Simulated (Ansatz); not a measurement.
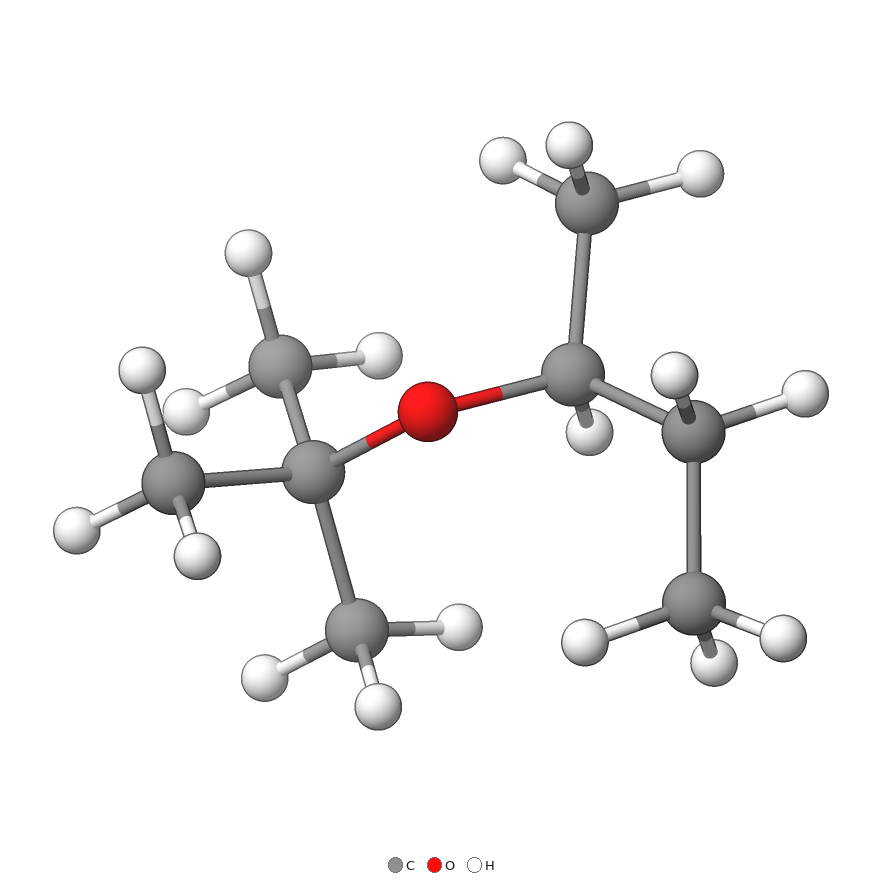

The picture shows the input geometry.

Input file:

```yaml
crystal:
  periodic: [false, false, false]
  atoms:
    - {symbol: C, position_ang: [2.667418, 0.557156, -0.424798]}
    - {symbol: C, position_ang: [1.644491, 1.617560, -0.066222]}
    - {symbol: C, position_ang: [0.199258, 1.163917, -0.208796]}
    - {symbol: C, position_ang: [-0.755185, 2.308990, 0.084186]}
    - {symbol: O, position_ang: [-0.014740, 0.096243, 0.697994]}
    - {symbol: C, position_ang: [-0.743897, -1.053016, 0.267599]}
    - {symbol: C, position_ang: [0.030742, -1.826713, -0.794144]}
    - {symbol: C, position_ang: [-2.129922, -0.689065, -0.252394]}
    - {symbol: C, position_ang: [-0.869133, -1.892895, 1.527160]}
    - {symbol: H, position_ang: [2.550069, 0.224019, -1.460113]}
    - {symbol: H, position_ang: [2.562951, -0.314967, 0.222284]}
    - {symbol: H, position_ang: [3.684665, 0.939054, -0.313294]}
    - {symbol: H, position_ang: [1.790868, 1.941683, 0.970194]}
    - {symbol: H, position_ang: [1.786591, 2.504039, -0.693443]}
    - {symbol: H, position_ang: [0.044983, 0.818886, -1.240308]}
    - {symbol: H, position_ang: [-0.565493, 3.151102, -0.586525]}
    - {symbol: H, position_ang: [-0.615568, 2.650498, 1.112833]}
    - {symbol: H, position_ang: [-1.795780, 2.007213, -0.034126]}
    - {symbol: H, position_ang: [0.164036, -1.243109, -1.707577]}
    - {symbol: H, position_ang: [-0.507093, -2.738755, -1.063023]}
    - {symbol: H, position_ang: [1.016333, -2.106150, -0.418242]}
    - {symbol: H, position_ang: [-2.075721, -0.081151, -1.158352]}
    - {symbol: H, position_ang: [-2.692041, -0.138834, 0.504755]}
    - {symbol: H, position_ang: [-2.685432, -1.596803, -0.498840]}
    - {symbol: H, position_ang: [-1.399635, -2.824890, 1.320994]}
    - {symbol: H, position_ang: [-1.414459, -1.340667, 2.294831]}
    - {symbol: H, position_ang: [0.121672, -2.133364, 1.917390]}
basis:
  gaussian: {orbitals: 6-31G}
hamiltonian: {xc: {name: B3LYP5}}
accuracy: high
```

It was started with:

```sh
ansatz run in.yaml --threads 4 --pin off --events-out ev --progress --plain --max-ram 41984MiB --backend cpu
```

Output:

```
Functional definition: B3LYP5
  name "B3LYP5"
  cite "Stephens, Devlin, Chabalowski & Frisch, J. Phys. Chem. 98, 11623 (1994) doi:10.1021/j100096a001"
  cite "Becke, Phys. Rev. A 38, 3098 (1988) doi:10.1103/PhysRevA.38.3098"
  cite "Lee, Yang & Parr, Phys. Rev. B 37, 785 (1988) doi:10.1103/PhysRevB.37.785"
  cite "Vosko, Wilk & Nusair, Can. J. Phys. 58, 1200 (1980) doi:10.1139/p80-159"
  parameter a0 = 0.2
  parameter ax = 0.72
  parameter ac = 0.81
  exchange = (1 - a0 - ax)*slater_x + ax*b88_x + a0*exact_x
  correlation = (1 - ac)*vwn5_c + ac*lyp_c
3326 factors; integrals over basis functions are off by at most 6.1e-9 eV
mean field evaluation 1: about -10611.8530 eV, gradient 7.9e1 eV
mean field evaluation 2: about -10606.1190 eV, gradient 9.1e1 eV
mean field evaluation 4: about -10626.7993 eV, gradient 3.8e0 eV
mean field evaluation 8: about -10627.3163 eV, gradient 2.6e-1 eV
mean field evaluation 16: about -10627.3165 eV, gradient 4.4e-5 eV
mean field -10627.31647330 eV, -390.5466769401 hartree, gradient 2.4e-8 eV, S^2 0.000000; 0 other end points of the search recorded, 0 dependent functions left out
reference -10627.31652304 eV, -390.5466787677 hartree; 37, 37 occupied and 80, 80 virtual orbitals, 3326 factors
Total energy: -10627.31652304 eV, -390.5466787677 hartree
```

Self-consistency was reached.
